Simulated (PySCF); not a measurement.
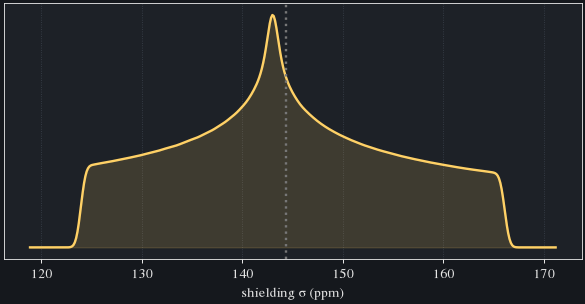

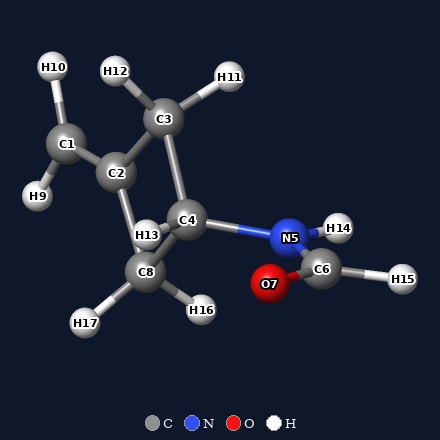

Static powder pattern (¹³C) from GIAO shielding tensors of C₆H₉NO, SMILES C=C1CC(NC=O)C1, PBE0/pcSseg-1 with PySCF, at a GFN2-xTB geometry (no frequency check); absolute shielding, one fixed geometry of the isolated molecule without any motion, no dipolar terms. The dotted line is the isotropic value; skew is 3(σiso − σ22)/span.

**The pattern belongs to C8. Give the principal values, span and skew.**

C8: σ11, σ22, σ33 = 124, 143, 166 ppm, isotropic 144, span 42 ppm, skew 0.09.

Note: the tight-binding geometry is rougher than a DFT one and adds to the error; one conformer of a flexible molecule.
